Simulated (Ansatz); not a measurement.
The reference is AlP in the zinc blende structure (space group F-43m, No. 216; a = 5.4705 Å).

Perturbation: a fraction x = 0.75 of the Al sites is given to Lu, ordered in a cell of 8 atoms (starting symmetry I-42m) and fully relaxed.

Level of theory: DFT with PBEsol, PAW potentials and a 420 eV plane-wave cutoff in Ansatz (a first-principles code), without spin-orbit coupling.

The zone is the changed cell's own and can be folded.

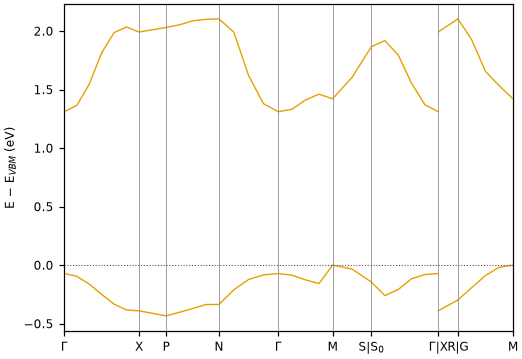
Fig. 1. Highest valence and lowest conduction band along the path of the changed cell's own zone

The gap is 1.31 eV, indirect, M → Γ; the base has 1.45 eV.

Each cell is one ordered arrangement of few atoms, which overstates ordering effects compared with a random alloy. No phonon test of stability was made. k-point labels follow each cell's own Brillouin zone.
